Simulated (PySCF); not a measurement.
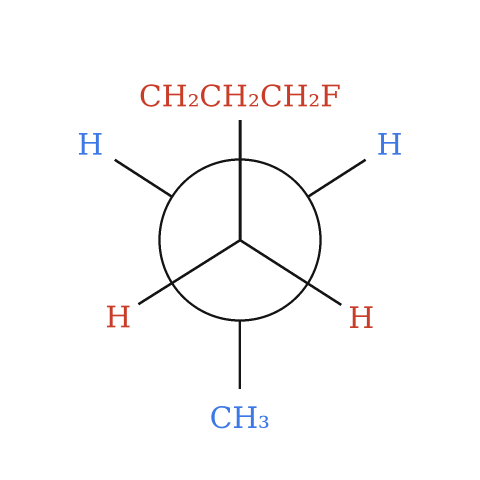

A Newman projection along the C–C bond, carbon in front; angles are drawn as computed, but eclipsed bonds slightly apart. Computed geometry: PBE0-D3(BJ)/def2-SVP optimisation. No frequency run is at hand to confirm it as a minimum.

**Which molecule is it?**

C6H13F, CCCCCCF

**What is the torsion angle from the front CH2CH2CH2F to the back CH3? The sign is positive where the front bond must turn clockwise to cover the back bond.**

180°, antiperiplanar (anti). The conformation about this bond is staggered.
